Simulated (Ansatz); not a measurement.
# SnH4Se4: basis-set convergence

Aim: see how fast density functionals converge with the basis set for SnH4Se4.

Computed with Ansatz 0.2.0, Gaussian basis. Level: one geometry, several basis sets.

The runs, in order: PBE0-D4/def2-SVP; ωB97M-V/def2-SVP; PBE0-D4/def2-QZVPP; ωB97M-V/def2-QZVPP; the functionals' def2-TZVPP values are taken from earlier runs.

### Step 1. Structure used throughout

All runs share one geometry, relaxed beforehand with PBE0-D4 in a triple-zeta def2 set. Sn takes the def2 core potential; no spin-orbit term is included.

SMILES `[SeH][Sn]([SeH])([SeH])[SeH]`, 9 atoms, charge 0, spin multiplicity 1.

Atoms are counted from 1 here; the program's logs count them from 0.

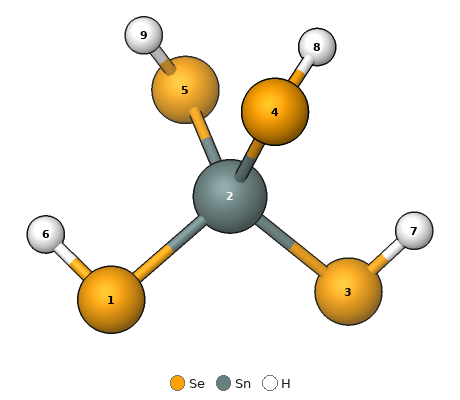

The geometry (selenium orange, tin teal, hydrogen white); atoms are numbered from 1 in the order of the file.

### Step 2. PBE0-D4 in def2-SVP

Contents of in.yaml:

```yaml
crystal:
  periodic: [false, false, false]
  atoms:
    - {symbol: Se, position_ang: [-0.526153, 1.463517, -2.309300]}
    - {symbol: Sn, position_ang: [0.227623, 0.111729, -0.315315]}
    - {symbol: Se, position_ang: [2.674891, -0.331430, -0.746487]}
    - {symbol: Se, position_ang: [-1.149915, -2.005359, -0.170359]}
    - {symbol: Se, position_ang: [-0.025070, 1.354821, 1.873642]}
    - {symbol: H, position_ang: [-1.513722, 2.171334, -1.482796]}
    - {symbol: H, position_ang: [2.591962, -1.610767, -0.028266]}
    - {symbol: H, position_ang: [-0.741520, -2.195179, 1.229300]}
    - {symbol: H, position_ang: [-1.449497, 0.995136, 1.932681]}
basis:
  gaussian: {orbitals: def2-SVP}
hamiltonian: {xc: pbe0, dispersion: d4}
output: {orbitals: {seedname: orbitals}}
```

Started as:

```bash
$ ansatz run in.yaml --threads 2 --pin off --events-out ev --progress --plain --max-ram 32768MiB --backend cpu
```

After this run come: ωB97M-V in def2-SVP; PBE0-D4 in def2-QZVPP; ωB97M-V in def2-QZVPP.

**Question.** What will the summary of the whole plan be? Wanted: PBE0-D4: double and triple zeta above quadruple; ωB97M-V: double and triple zeta above quadruple.

The runs gave:

| quantity | value |
| --- | --- |
| PBE0-D4: double and triple zeta above quadruple | 37.93, 5.56 eV |
| ωB97M-V: double and triple zeta above quadruple | 37.64, 5.38 eV |

What this shows: For PBE0-D4 the step from double to triple zeta gains 32.38 eV and the next only 5.56 eV. These are total energies; as a rule much of such shifts cancels in differences, which this series doesn't test.
